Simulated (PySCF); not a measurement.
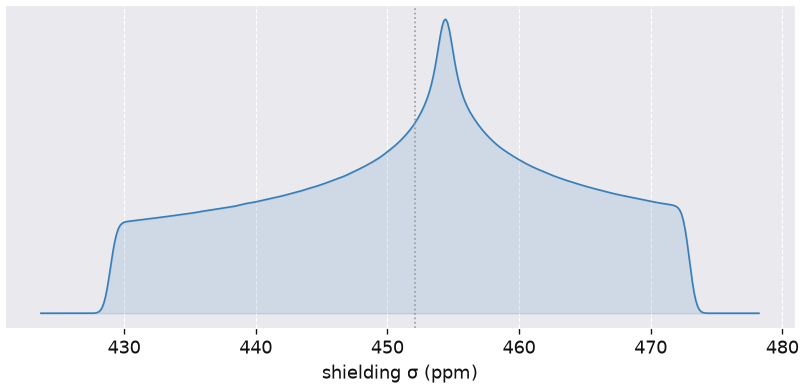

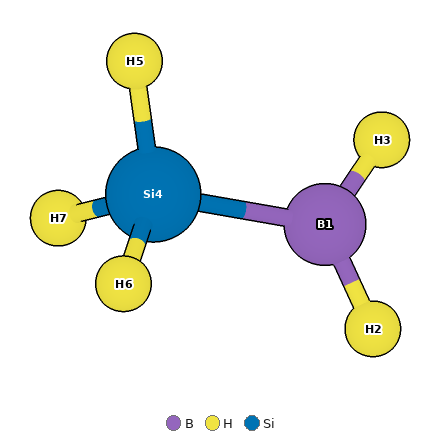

Static powder pattern (²⁹Si) from GIAO shielding tensors of BSiH₅, PBE0/pcSseg-1, PySCF 2.14.0, at a PBE0-D3(BJ)/def2-SVP geometry (no frequency check); absolute shielding, one fixed geometry of the isolated molecule without any motion, no dipolar terms. The dotted line is the isotropic value; skew is 3(σiso − σ22)/span.

Q: The pattern belongs to Si4. Give the principal values, span and skew.

A: Si4: σ11, σ22, σ33 = 429, 454, 473 ppm, isotropic 452, span 44 ppm, skew −0.16.
